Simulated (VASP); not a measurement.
Band structure of PbO (litharge). All values below come from MS2 meta-GGA, VASP's PBE PAW potentials (set 64) (plane waves; VASP 6.6.1).

The path is coarsely sampled, so an indirect gap can come out somewhat too large. Unless said otherwise, spin-orbit coupling is left out, though it shifts the bands of the heavy elements here.

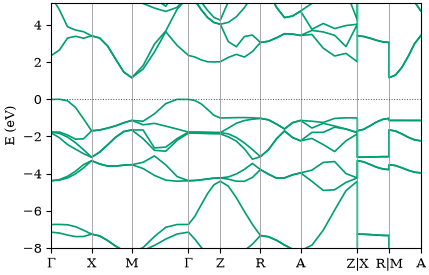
*Bands along high-symmetry lines, zero at the valence-band maximum or, without a gap, the Fermi level*

### Question
Read the plot: is there a gap, and where are the band edges?

### Answer
The gap is indirect, 1.16 eV, from the valence maximum at Γ-X at 0.20 to the conduction minimum at M.

The compound is PbO in the litharge structure. It was relaxed first.
